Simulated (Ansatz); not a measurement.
Profile along the Ag–Ag line in Ag (fcc, Cu type)

Ag (fcc, Cu type), conventional cell a = 4.1486 Å, b = 4.1486 Å, c = 4.1486 Å, α = 90.00°, β = 90.00°, γ = 90.00°. The calculation uses the primitive cell of 1 atom, to which meshes and values per cell refer.

Fields along a shortest Ag–Ag line of a {111} plane (2.93 Å), from Ag to Ag, interpolated on the slice's grid (step about 0.2 Å). Computed with PBE (plane waves to 420 eV, PAW, scalar-relativistic; Ansatz, a first-principles code). k mesh 19×19×19. Inside the PAW spheres the values are not all-electron values, and peaks at nuclei hang on which shells count as valence. Ag was relaxed with its symmetry unable to fall.

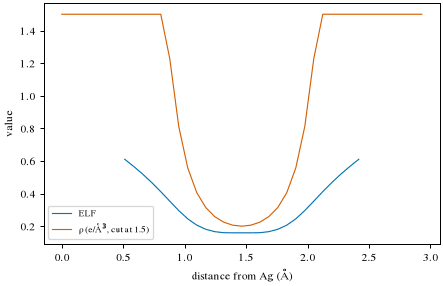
Figure. ELF (away from the nuclei) and valence density from Ag to Ag.

Density on the Ag–Ag line (2.93 Å) at its midpoint: 0.20 e/Å³. ELF at that point: 0.16.
